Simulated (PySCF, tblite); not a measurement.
**C6H3FNO radical: geometry, infrared bands and EPR parameters**

Aim: predict the infrared bands and EPR parameters of C6H3FNO radical (`CC(=O)[C@@]1(F)[C]=C1C#N`).

The runs use tblite 0.8.0 and PySCF 2.14.0, with density-fitted response routines of our own; the level of theory stands in each step. All values are computed, except where a source is named. Atoms are numbered from 0 throughout.

**1. The starting structure**

12 atoms, charge 0, multiplicity 2; geometry from: force field or distance geometry start.

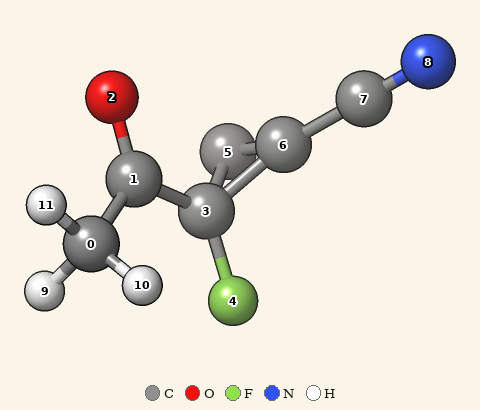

The starting geometry (carbon grey, oxygen red, fluorine green, nitrogen blue, hydrogen white), atoms numbered.

**2. Optimising the geometry with GFN2-xTB**

Job settings and geometry (Å):

```
{"job": {"kind": "relax", "xc": "GFN2-xTB", "basis": "xTB"}, "charge": 0, "multiplicity": 2}
C     -1.916300     0.243500    -0.466200
C     -0.702500    -0.513800    -0.128700
O     -0.443900    -1.611400    -0.639800
C      0.272100     0.028100     0.870400
F      0.040300     1.223800     1.492500
C      1.257500    -0.915200     1.460100
C      1.685900    -0.172900     0.446900
C      2.827800     0.127500    -0.396300
N      3.745000     0.356900    -1.066200
H     -2.634300     0.200300     0.394100
H     -1.696900     1.294600    -0.677400
H     -2.433300    -0.262100    -1.315300
```

Run with:

```sh
> OMP_NUM_THREADS=1 python probes_run.py task.json out
```

This one command runs all jobs of the session in turn.

The log of the run:

```text
step      E/eV     max force
  0    -703.10433    4.163
  1    -703.38746    2.439
  2    -703.47048    1.469
  3    -703.48084    1.868
  4    -703.50269    0.709
  5    -703.51612    0.471
  6    -703.53729    0.492
  7    -703.54654    0.410
  8    -703.55513    0.313
  9    -703.56857    0.251
 10    -703.57522    0.255
 11    -703.58103    0.206
 12    -703.58577    0.217
 13    -703.59069    0.229
 14    -703.59522    0.208
 15    -703.59946    0.208
 16    -703.60292    0.157
 17    -703.60543    0.142
 18    -703.60701    0.092
 19    -703.60798    0.084
 20    -703.60873    0.088
 21    -703.60934    0.074
 22    -703.60977    0.059
 23    -703.61007    0.051
 24    -703.61032    0.050
 25    -703.61053    0.053
 26    -703.61069    0.038
 27    -703.61081    0.037
 28    -703.61094    0.042
 29    -703.61111    0.040
 30    -703.61133    0.047
 31    -703.61157    0.050
 32    -703.61183    0.044
 33    -703.61211    0.049
 34    -703.61238    0.049
 35    -703.61262    0.039
 36    -703.61283    0.039
 37    -703.61302    0.034
 38    -703.61321    0.040
 39    -703.61339    0.044
 40    -703.61356    0.038
 41    -703.61372    0.035
 42    -703.61392    0.043
 43    -703.61421    0.063
 44    -703.61460    0.070
 45    -703.61500    0.068
 46    -703.61536    0.053
 47    -703.61566    0.043
 48    -703.61592    0.054
 49    -703.61618    0.053
 50    -703.61646    0.048
 51    -703.61669    0.036
 52    -703.61683    0.059
 53    -703.61691    0.023
 54    -703.61696    0.020
 55    -703.61701    0.015
 56    -703.61704    0.013
 57    -703.61706    0.013
 58    -703.61708    0.016
 59    -703.61711    0.016
 60    -703.61715    0.015
 61    -703.61719    0.017
 62    -703.61723    0.019
 63    -703.61729    0.027
 64    -703.61736    0.029
 65    -703.61744    0.023
 66    -703.61749    0.017
 67    -703.61753    0.016
 68    -703.61757    0.019
 69    -703.61761    0.026
 70    -703.61766    0.024
 71    -703.61768    0.013
 72    -703.61769    0.006
```

It took 0.34 s on 1 thread of Arm Neoverse V2, shared host.

Relaxation path: (not every step is listed)

```
step  energy from step 0 (eV)  largest force (eV/Å)
   0                   0.0000                4.1626
   1                  -0.2831                2.4395
   2                  -0.3661                1.4686
   3                  -0.3765                1.8675
   4                  -0.3984                0.7089
   5                  -0.4118                0.4708
   6                  -0.4330                0.4918
   7                  -0.4422                0.4100
   8                  -0.4508                0.3128
  13                  -0.4864                0.2288
  18                  -0.5027                0.0919
  23                  -0.5057                0.0513
  28                  -0.5066                0.0423
  33                  -0.5078                0.0492
  38                  -0.5089                0.0403
  43                  -0.5099                0.0632
  48                  -0.5116                0.0539
  53                  -0.5126                0.0233
  58                  -0.5127                0.0155
  63                  -0.5130                0.0269
  67                  -0.5132                0.0158
  68                  -0.5132                0.0191
  69                  -0.5133                0.0263
  70                  -0.5133                0.0238
  71                  -0.5133                0.0131
  72                  -0.5134                0.0065
```

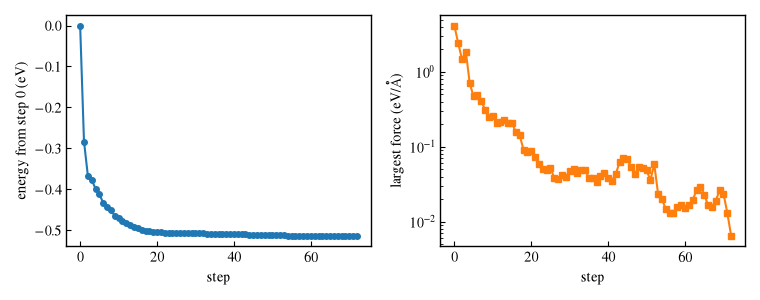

Energy and largest force along the relaxation.

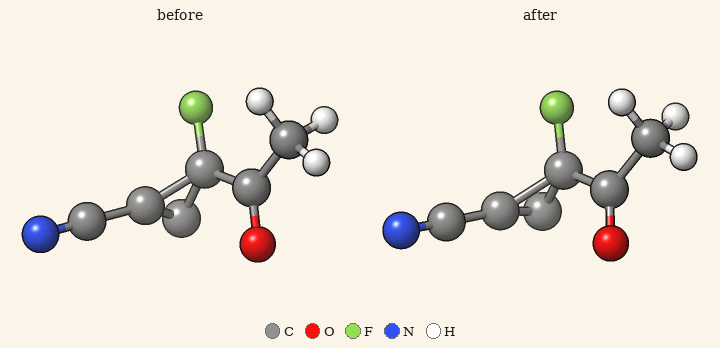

Before and after, at one scale.

Distances of close pairs at the start and the end, largest changes first:

```
  bond  before (Å)  after (Å)  change (Å)
 C3–C6       1.489      1.613      +0.123
 C6–C7       1.451      1.369      -0.082
 C0–H9       1.121      1.089      -0.033
 C5–C6       1.327      1.295      -0.032
 C1–O2       1.238      1.207      -0.031
C0–H11       1.115      1.086      -0.029
 C0–C1       1.470      1.498      +0.028
 C3–C5       1.486      1.471      -0.015
```

The end geometry stands in the next job.

**3. Vibrational analysis with GFN2-xTB**

Job settings and geometry (Å):

```
{"job": {"kind": "ir", "xc": "GFN2-xTB", "basis": "xTB"}, "charge": 0, "multiplicity": 2}
C     -1.961579     0.219993    -0.399589
C     -0.676750    -0.537555    -0.262997
O     -0.371711    -1.515085    -0.901684
C      0.270427     0.008873     0.753317
F     -0.038309     1.241303     1.222519
C      1.186234    -0.825662     1.545923
C      1.843705    -0.291724     0.566432
C      2.861062     0.066136    -0.276858
N      3.703341     0.387810    -0.990656
H     -2.462465     0.278080     0.565200
H     -1.750063     1.238643    -0.722279
H     -2.602694    -0.271498    -1.125357
```

The log of the run:

```text
mode    cm-1     km/mol
  1      48.9      5.59
  2      71.4      0.68
  3     121.7      0.49
  4     123.4      5.95
  5     201.5     11.55
  6     259.8      8.72
  7     327.6      6.94
  8     342.5     12.97
  9     410.9      4.66
 10     497.0      5.95
 11     522.1      6.33
 12     553.0     25.62
 13     581.0      4.60
 14     613.1      2.14
 15     727.8     12.89
 16     912.8      6.48
 17     986.6     17.71
 18     987.2     20.37
 19    1054.6     61.98
 20    1174.1    116.87
 21    1196.8    229.06
 22    1364.1     52.58
 23    1434.5     23.31
 24    1436.3     14.53
 25    1736.3    221.83
 26    1869.2     55.28
 27    2312.8    113.03
 28    3016.4      0.80
 29    3029.6      1.78
 30    3067.7      3.53
```

It took 0.29 s on 1 thread of Arm Neoverse V2, shared host.

The strongest bands and the atoms that carry them (share of the mass-weighted mode):

```
cm⁻¹  km/mol                                 atoms
 553    25.6             O2 23 %, F4 22 %, C0 16 %
1055    62.0            C3 43 %, H11 16 %, F4 13 %
1174   116.9                      C3 65 %, C5 19 %
1197   229.1            C1 47 %, C3 28 %, H11 10 %
1364    52.6  H10 32 %, H9 31 %, C0 19 %, H11 18 %
1736   221.8                      C1 61 %, O2 37 %
1869    55.3                      C6 59 %, C5 36 %
2313   113.0                      C7 61 %, N8 38 %
```

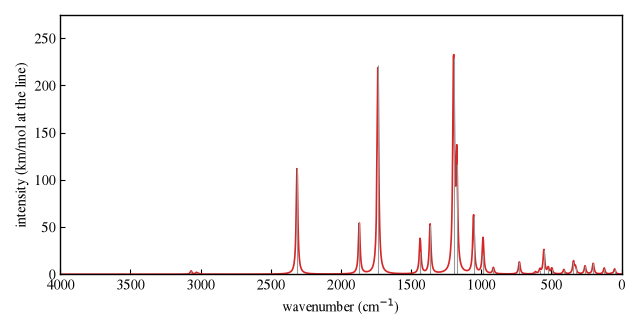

The infrared spectrum from these modes, unscaled. Lines are broadened to a width of 14 cm⁻¹ (Lorentzian).

**4. g tensor and hyperfine couplings: B3LYP/pcH-1**

The job, as its differences from that of step 3:

```diff
@@ -1,2 +1,2 @@
-{"job": {"kind": "ir", "xc": "GFN2-xTB", "basis": "xTB"}, "charge": 0, "multiplicity": 2}
+{"job": {"kind": "epr", "basis": "pcH-1"}, "charge": 0, "multiplicity": 2}
 C     -1.961579     0.219993    -0.399589
```

Level: UKS B3LYP, pcH-1 on C F H N O, non-relativistic, mean-field spin-orbit, GIAO.

The log of the run:

```text
UKS, coarse grid
  cycle   1  E = -459.85661386  |g| = 7.64e-01
  cycle   2  E = -458.11854137  |g| = 2.03e+00
  cycle   3  E = -460.01889092  |g| = 3.71e-01
  cycle   4  E = -460.08011078  |g| = 1.41e-01
  cycle   5  E = -460.08534398  |g| = 9.69e-02
  cycle   6  E = -460.08981779  |g| = 1.97e-02
  cycle   7  E = -460.08999987  |g| = 8.88e-03
  cycle   8  E = -460.09004229  |g| = 3.53e-03
  cycle   9  E = -460.09005064  |g| = 2.58e-03
  cycle  10  E = -460.09005534  |g| = 1.41e-03
  cycle  11  E = -460.09005739  |g| = 5.60e-04
UKS, final grid
  cycle   1  E = -460.09001927  |g| = 9.27e-04
  cycle   2  E = -460.09001783  |g| = 2.15e-03
  cycle   3  E = -460.09001978  |g| = 3.07e-04
  cycle   4  E = -460.09001985  |g| = 1.39e-04
  cycle   5  E = -460.09001992  |g| = 1.19e-04
  cycle   6  E = -460.09001993  |g| = 3.93e-05
  cycle   7  E = -460.09001993  |g| = 1.28e-05
E = -460.09001993 Eh   <S^2> = 0.7576 (exact 0.7500)
g shifts (ppm)      1          2          3
  rmc          -194       -194       -194
  gc             10         17        -10
  oz_so       -1174       1161       3174
  total       -1359        984       2969
hyperfine (MHz)  atom isotope    a_iso     a_fc   dipolar eigenvalues
    0   13C      -1.05      -1.05     -0.42     -0.34      0.76
    1   13C     -12.18     -12.18     -5.16      1.85      3.31
    2   17O      -5.14      -5.14    -23.42     11.46     11.95
    3   13C      32.98      32.98    -28.28    -26.50     54.78
    4   19F      51.81      51.81    -90.67    -84.69    175.36
    5   13C     445.76     445.76    -52.70    -36.69     89.39
    6   13C      -4.57      -4.57    -24.44     -8.38     32.82
    7   13C      -6.45      -6.45     -5.86      0.99      4.87
    8   14N       1.47       1.47     -4.89     -2.97      7.86
    9    1H      -0.44      -0.44     -1.51     -1.42      2.93
   10    1H      -2.13      -2.13     -1.38     -1.27      2.66
   11    1H      -0.45      -0.45     -0.94     -0.73      1.68
```

Run time: 71 s. Hardware: 1 thread of Arm Neoverse V2, shared host; peak memory 1 GiB.

Principal g values 2.00096, 2.00330, 2.00529; g(iso) = 2.00318, against 2.00232 for a free electron.

Mean a(iso) over the nuclei that a row names, and the largest dipolar term of the row (other rows stand at the frozen geometry):

```
      nuclei  isotope  a(iso) (MHz)  a(iso) (G, at g = 2.0023)  largest dipolar term (MHz)
          C5      13C         445.8                      159.1                        89.4
          F4      19F          51.8                       18.5                       175.4
          C3      13C          33.0                       11.8                        54.8
          C1      13C         -12.2                       -4.3                        -5.2
          C7      13C          -6.4                       -2.3                        -5.9
          O2      17O          -5.1                       -1.8                       -23.4
          C6      13C          -4.6                       -1.6                        32.8
          N8      14N           1.5                        0.5                         7.9
          C0      13C          -1.1                       -0.4                         0.8
H9, H10, H11       1H          -1.0                       -0.4                         2.9
```

Mulliken spin populations:

```
atom  value (e)
  C0       0.00
  C1      -0.03
  O2       0.07
  C3       0.23
  F4       0.03
  C5       0.62
  C6       0.05
  C7      -0.03
  N8       0.06
  H9       0.00
 H10       0.00
 H11       0.00
```

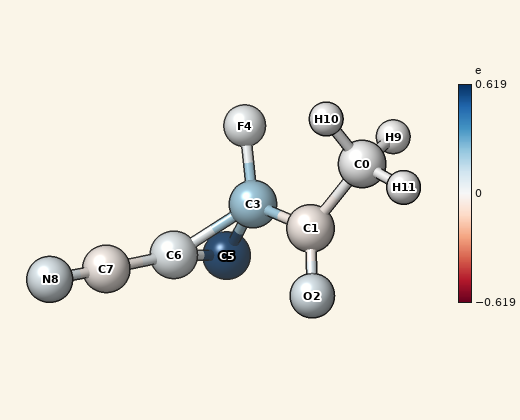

Mulliken spin populations, as colours on the atoms.

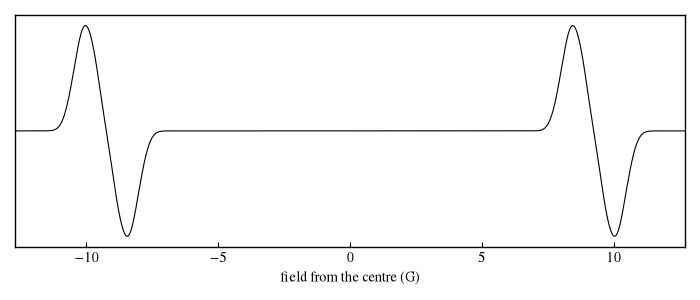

First-order isotropic spectrum (first derivative, main isotopes with spin only, couplings over 0.8 MHz, Gaussian width 0.3 G; couplings of the frozen geometry, rotation of groups not averaged beyond the rows shown).

Orbitals, density, ELF and potential are computed afterwards from the orbital file.

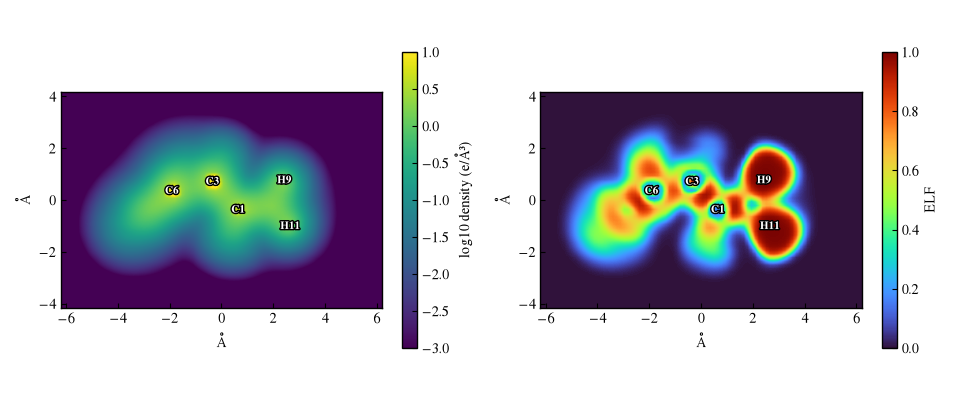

Density (left) and ELF (right) in a plane through or near 5 of the atoms.

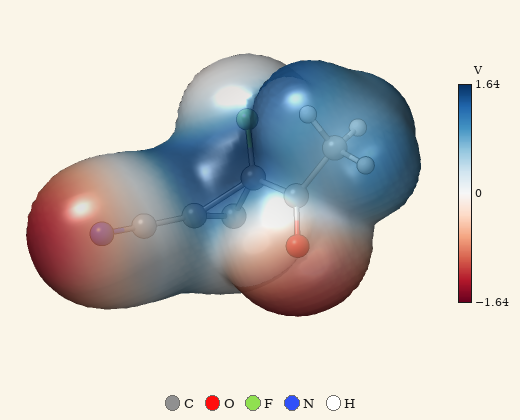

The potential that a unit positive charge feels on the 0.002 e/bohr³ surface, from -1.26 V near N8 to 1.64 V near C1.

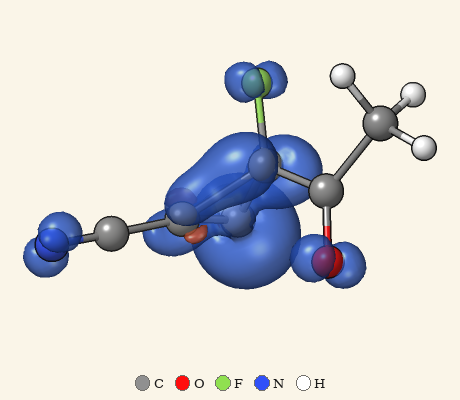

Spin density at ±0.04 e/Å³ (alpha excess blue, beta excess red).

**5. What came out**

| quantity | value |
| --- | --- |
| strongest single infrared mode (GFN2-xTB) | 1197 cm⁻¹, 229 km/mol |
| zero-point energy (GFN2-xTB) | 44.3 kcal/mol |
| g(iso) (B3LYP) | 2.00318 |
| ⟨S²⟩ | 0.758 (exact 0.75) |
| largest a(iso) (averaged by class) | 13C on C5, 445.8 MHz |
| potential on the surface of density 0.002 e/bohr³, 1st and 99th percentile | -1.26 V and 1.64 V |

In words: Over 72 steps the energy fell by 0.513 eV; of the close pairs, C3–C6 changed most, 1.489 to 1.613 Å. All 30 modes are real, so the xTB geometry is a minimum. The strongest single mode, at 1197 cm⁻¹, moves mainly C1 and C3. GFN2-xTB is a fitted tight-binding method: band positions and strengths are rough. Its intensities can rank the bands wrongly. C5 carries the largest spin population, 0.62 e. The isotropic g lies 0.9 ppt above the free-electron value. These values are for one conformer; the search (at its own cheap level) found 2 more, at 0.01, 2.40 kcal/mol (those within 0.05 may be mirror or relabelled copies), and measured spectra average over such forms.
